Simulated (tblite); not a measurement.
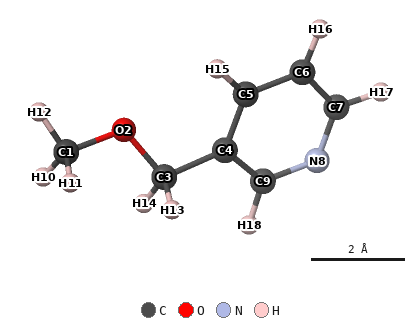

The input geometry (ball-and-stick view, seen at a tilt; atoms are numbered from 1 in the order of the input). Bond lengths as drawn: C–C 1.38 to 1.50 Å, C–H 1.08 to 1.11 Å, C–N 1.32 Å and C–O 1.40 to 1.41 Å.

## Nudged elastic band of C₇H₉NO

The run: nudged elastic band of C₇H₉NO, SMILES COCc1cccnc1. Method and program: GFN2-xTB climbing-image nudged elastic band, gas phase (tblite 0.8.0).

It belongs to a series of runs on one base structure; here: H on C replaced by CH2OCH3.

The input:
```
{"job": {"kind": "neb", "xc": "GFN2-xTB", "basis": "xTB", "atoms": [4, 3, 2, 1], "turn": 120}, "charge": 0, "multiplicity": 1}
C     -3.103795     0.654849    -0.174939
O     -1.703836     0.725174    -0.204414
C     -1.084657    -0.505261     0.086037
C      0.409778    -0.360178     0.032990
C      1.028282     0.862213     0.263975
C      2.410685     0.933882     0.221622
C      3.122748    -0.224867    -0.045427
N      2.544868    -1.393693    -0.266034
C      1.227291    -1.455510    -0.229963
H     -3.482257    -0.072024    -0.904856
H     -3.468863     0.373494     0.821362
H     -3.468883     1.647851    -0.428989
H     -1.379823    -0.847343     1.095384
H     -1.412656    -1.277641    -0.629074
H      0.425477     1.734832     0.461893
H      2.922987     1.867431     0.396166
H      4.203784    -0.223932    -0.088206
H      0.800112    -2.432958    -0.419184
```

The first line tells a small driver script what to run in tblite; the rest is the geometry in Å.

Launched with:
```bash
OMP_NUM_THREADS=1 python <driver script> task.json out
```

What the program printed:
```
image   E - E0 / eV
  0       0.0000
  1       0.0078
  2       0.0176
  3       0.0268
  4       0.0325
  5       0.0334
  6       0.0298
  7       0.0235
  8       0.0168
```

Summary:

```json
{"quantity": "outcome", "value": "converged"}
{"quantity": "forward barrier", "value": "0.033 eV"}
{"quantity": "hardware", "value": "1 CPU thread, shared host"}
{"quantity": "wall time", "value": "2.5 s"}
{"quantity": "peak memory", "value": "0.19 GiB"}
```
